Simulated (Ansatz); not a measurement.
# Pt wire along [110], 14 atoms a period: bands along the axis, part 2 of 2

What gap, if any, does the Pt wire along [110], 14 atoms a period have, and how many channels would it open?

Ansatz 0.2.0; DFT PBE, plane waves, PAW; relaxation of a wire's period; PAW set soft_1 (the session's first sound run).

So far: The starting structure; Relaxing the period.

### 2. Relaxing the period (continued)

Step by step:

| step | energy less that of the first step (eV) | largest force component (eV/Å) | pressure (GPa) | volume (Å³) |
| --- | --- | --- | --- | --- |
| 1 | 0.0000 | 1.1417 | -4.21 | 629.86 |
| 2 | -0.9271 | 0.6026 | 2.68 | 599.14 |
| 3 | -1.1684 | 0.1379 | -0.43 | 604.63 |
| 4 | -1.1792 | 0.0783 | -0.03 | 603.29 |
| 5 | -1.1822 | 0.0234 | 0.04 | 603.24 |
| 6 | -1.1828 | 0.0039 | -0.01 | 603.45 |
| 7* | -1.1768 | 0.0039 | 0.00 | 603.45 |

Relaxation steps marked * repeat the geometry before them on a plane-wave basis chosen anew for their cell, so energy and pressure can jump there.

The run keeps the 8 symmetry operations that it works with, so distortions that break them were not tested.

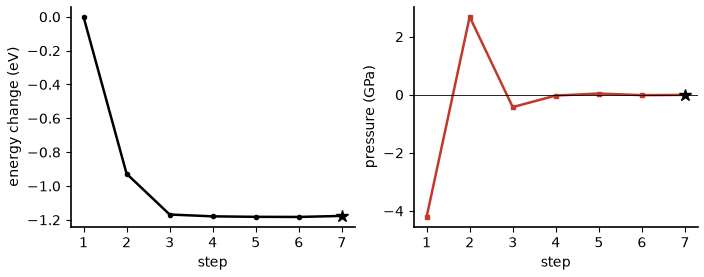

Energy and pressure along the relaxation. Stars mark steps on a basis chosen anew.

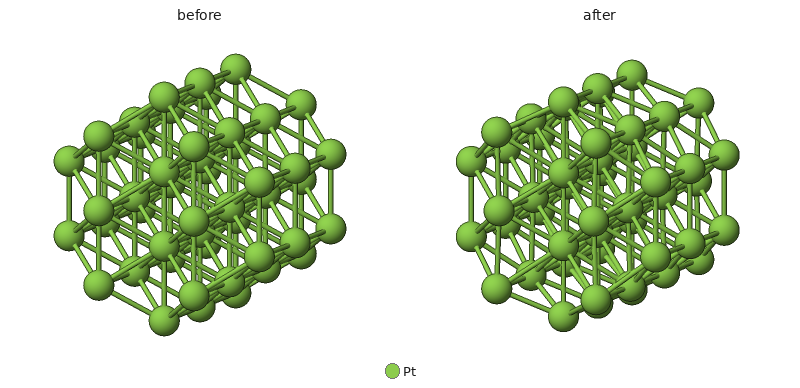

Before and after, at one scale.

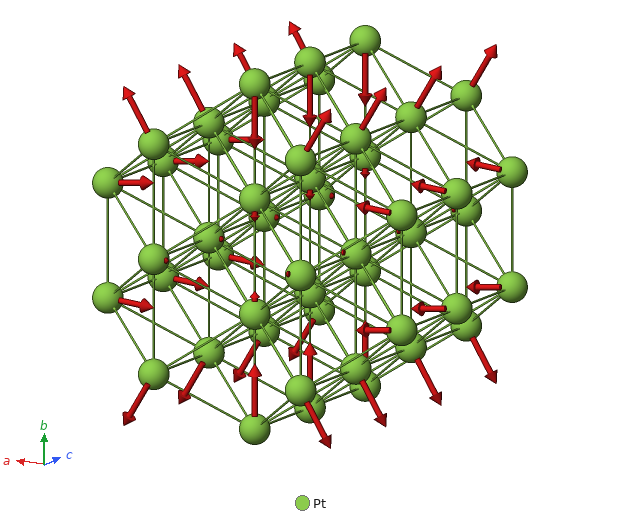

Displacements in the relaxation, exaggerated, measured against the changing cell; the longest in the cell stands for 0.17 Å. 1×1×3 cells are drawn. Some periodic images of atoms are drawn too.

| cell as run | before | after | change |
| --- | --- | --- | --- |
| c (Å) | 2.807 | 2.690 | -4.2 % |

The atoms that moved most (Å, along periodic axes as changes of fractional coordinates times the final cell, across vacuum about the mean position):

| atom | dx | dy | dz | length |
| --- | --- | --- | --- | --- |
| Pt7 | 0.000 | 0.169 | 0.000 | 0.169 |
| Pt10 | 0.000 | -0.169 | 0.000 | 0.169 |
| Pt1 | -0.086 | 0.141 | 0.000 | 0.165 |
| Pt13 | -0.086 | -0.141 | 0.000 | 0.165 |
| Pt3 | 0.086 | 0.141 | 0.000 | 0.165 |
| Pt14 | 0.086 | -0.141 | 0.000 | 0.165 |
| Pt5 | 0.123 | -0.012 | 0.000 | 0.123 |
| Pt6 | 0.123 | 0.012 | 0.000 | 0.123 |

Numbers from this step:

* energy at zero smearing: -175336.6123 eV
* cell length along the wire: 2.690 Å

The cell's length comes to 2.690 Å with spin left out.

### 3. The perfect wire

This step: DFT PBE, plane waves, PAW; bands of a perfect wire; PAW set soft_1 (Ansatz 0.2.0).

At the relaxed period the bands are computed along the axis; those that cross an energy going forward count the channels that a perfect wire would open there.

input.yaml

```yaml
crystal:
  lattice:
    - [14.74, 0.0, 0.0]
    - [0.0, 15.222, 0.0]
    - [0.0, 0.0, 2.6895148902]
  atoms:
    - { symbol: Pt, position: [0.359511769, 0.693668193, 0.0] }
    - { symbol: Pt, position: [0.366184292, 0.499988233, 0.0] }
    - { symbol: Pt, position: [0.640488231, 0.693668193, 0.0] }
    - { symbol: Pt, position: [0.633815708, 0.499988233, 0.0] }
    - { symbol: Pt, position: [0.239001191, 0.406981159, 0.5] }
    - { symbol: Pt, position: [0.239001191, 0.592995307, 0.5] }
    - { symbol: Pt, position: [0.5, 0.234478955, 0.5] }
    - { symbol: Pt, position: [0.5, 0.409963408, 0.5] }
    - { symbol: Pt, position: [0.5, 0.590013058, 0.5] }
    - { symbol: Pt, position: [0.5, 0.765497511, 0.5] }
    - { symbol: Pt, position: [0.760998809, 0.406981159, 0.5] }
    - { symbol: Pt, position: [0.760998809, 0.592995307, 0.5] }
    - { symbol: Pt, position: [0.359511769, 0.306308273, 0.0] }
    - { symbol: Pt, position: [0.640488231, 0.306308273, 0.0] }
kpoints:
  mp_grid: { grid: [1, 1, 30] }
  band_path: { path: ["Γ", Z], npoints: 90 }
scf:
  occupations: { method: fermi_dirac, width: 0.05 }
hamiltonian:
  xc: pbe
  pseudopotentials: { kind: paw, azcp: { folder: soft_1 } }
output:
  dos: { e_range: [-5, 4] }
  write_potential: true
  write_density: true
  volumetric_format: npy
```

Started as:

```console
ansatz run input.yaml --threads 4 --pin off --max-ram 16384MiB --backend cpu --events-out ev --progress --plain --runs-dir out
```

Numbers of over 12 decimals in the logs are rounded to 6 here.

The log of the run:

```text
[...]
Crystal: 14 atoms, lattice volume = 603.453 Å³
Basis set: ecut = 420 eV, 11871 PW (Γ)
Bands: 152, of which v1, the nominal top of the filled ones, is band 126 counted from 1 (125 counted from 0)
Symmetry: 8 space group operations
[...]
k-points: 16 of 30
[...]
SCF iter   1: F=—  HF=-175341.310272 eV  |F-HF|=—  |Δ(HF+E_count)|=         —  Δρ=5.32e-2  dr2=1.89e1  ethr=3.10e-3  ⟨swp⟩=7.4  Hψ=9489  notcnv=0  defer=102
[...]
SCF iter  14: F=-175336.700983 eV  HF=-175336.700983 eV  |F-HF|=4.95e-9  |Δ(HF+E_count)|=   5.98e-8  Δρ=9.05e-7  dr2=9.74e-9  ethr=3.97e-11  ⟨swp⟩=12.6  Hψ=8137  notcnv=0
SCF 1 converged in 14 iterations: F = -175336.700983 eV  dr2 = 9.74e-9
[...]
NSCF: frozen V_eff on 91 k-points
WARN: The output density's exchange-correlation potential varies sharply where the density is thin. Do not read a vacuum level from v_tot or v_xc, or from such a field of the output density. On a cell that repeats whose density bears no net charge and no dipole along the vacuum's axis use v_es (v_loc + v_h of the components); under efield.dipole_correction with no amplitude use v_es + v_field, which holds any externa [...]
SCF converged after 14 iterations
Free energy (F): -175336.700983 eV
[...]
Internal energy: -175336.514317 eV  (E = F + TS)
E sigma→0 (E₀):  -175336.607650 eV
Entropy (-TS):   -0.186665 eV (-13.333 meV/atom)
Fermi energy:    4.526095 eV
[...]
--- Band table (eV; the first three rows and the last of 16) ---
  k-point 0: bands = [... 122 lower, 4.2016, 4.2082, 4.2250, 4.3534, 4.5049, 4.6049, 4.7316, 4.7510, ... 22 higher]
  k-point 1: bands = [... 122 lower, 4.0823, 4.1536, 4.2643, 4.4239, 4.4385, 4.5154, 4.6602, 4.6825, ... 22 higher]
  k-point 2: bands = [... 122 lower, 4.0772, 4.1027, 4.2069, 4.3211, 4.3526, 4.5006, 4.5309, 4.6043, ... 22 higher]
  k-point 15: bands = [... 122 lower, 4.9288, 4.9632, 5.1164, 5.1807, 6.1688, 6.7162, 7.1898, 7.2476, ... 22 higher]
```

Run time: 74 s. Hardware: 4 threads of Intel Xeon Platinum 8559C (Emerald Rapids), shared host; peak memory 4.3 GiB; 4.8 min of CPU time.

Numbers from this step:

```
energy at zero smearing : -175336.6077 eV
band gap                : 0 eV
```

The electronic bands at the labelled points (eV, zero at the Fermi level; # counts the bands kept):

| point | #59 | #60 | #61 | #62 | #63 | #64 | #65 | #66 |
| --- | --- | --- | --- | --- | --- | --- | --- | --- |
| Γ | -0.32 | -0.30 | -0.17 | -0.02 | 0.08 | 0.21 | 0.22 | 0.23 |
| Z | 0.44 | 0.59 | 0.65 | 1.64 | 2.19 | 2.66 | 2.72 | 2.73 |

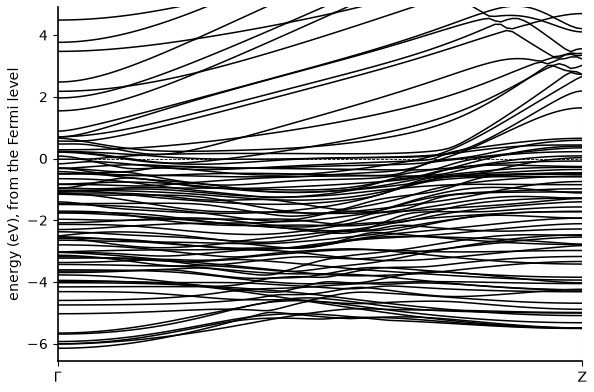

Electronic bands along the path.

Between Γ and Z the bands cross the Fermi level 17 times, so a perfect wire would conduct at least 17 G₀, with spin left out.

### 4. Summary of results

| Item | Value |
| --- | --- |
| cell length, PBE | 2.690 Å |
| ballistic conductance by band crossings, a lower bound, PBE | 17 G₀ |

Under PBE the cell's length is 2.69 Å, and the bands cross the Fermi level 17 times between Γ and Z, which gives a perfect wire at least 17 G₀ (opposite crossings within one step of the path cancel in such a count). No spin was allowed, though thin wires with open d shells can turn magnetic. Spin-orbit coupling is left out, which matters for the bands of heavy atoms.

[Logs are printed without paths, hosts, clocks, repeated set-up lines and the standing remarks that a program may print on its own settings, such as how far it seeks lower states.]

[Hosts, paths, dates, database ids (printed as entryN), source tags and the programs' standing remarks are cut or masked in the printed files.]
